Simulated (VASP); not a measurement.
Band structure of NiSi$_{2}$ (fluorite). Calculation: PBE GGA with spin-orbit coupling, VASP's PBE PAW potentials (set 64) (plane waves; VASP).

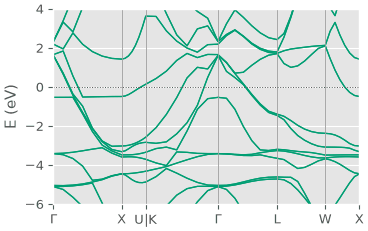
Figure. Bands along high-symmetry lines, zero at the valence-band maximum or, without a gap, the Fermi level

Problem. Read the plot: is there a gap, and where are the band edges?

Solution. It has no gap at this level: it comes out as a metal or semimetal.

The compound is NiSi2 in the fluorite structure. It was relaxed first.
